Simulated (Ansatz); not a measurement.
```xyz
7

Ge    0.6106    0.0000   -0.4534
F    -0.2171    0.0000    1.0699
H     2.1028    0.0000   -0.1324
H     0.1758    1.2680   -1.1827
H     0.1758   -1.2680   -1.1827
H    -3.3143    0.0000    2.3526
H    -2.6034    0.0000    2.1221
```

Theory: RHF/def2-SVP in Ansatz 0.2.0.

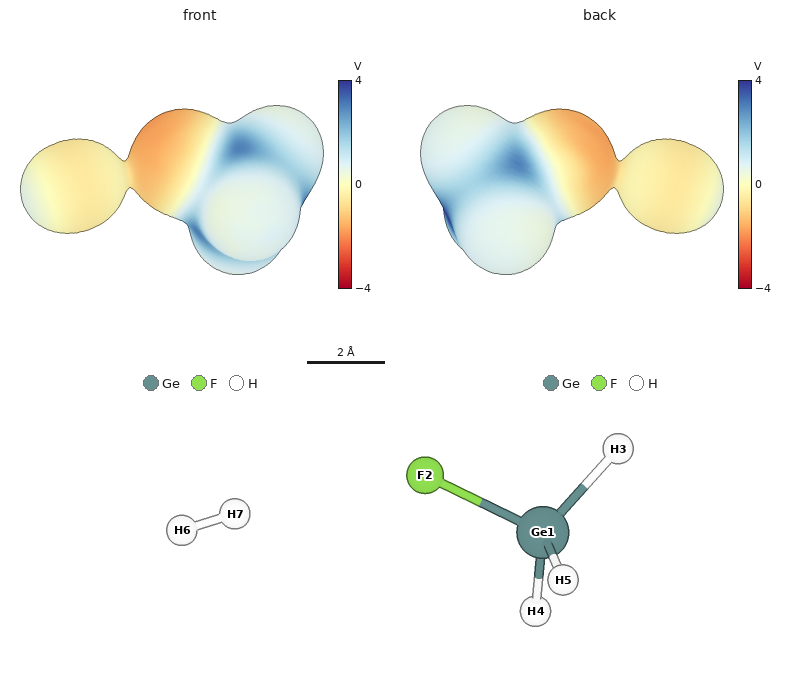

FGeH3···H2. The electrostatic potential painted on the density surface at 0.004 e/bohr³, seen from the front and from behind; the colour scale runs from red (negative) to blue (positive). The bare structure is drawn below in the same view.

**Which sites attract a positive test charge, and which a negative one?**

A positive charge is drawn to the negative regions and a negative charge to the positive ones. The most negative region (about −1.7 V) lies over F2, the most positive (about +3.6 V) over Ge1.
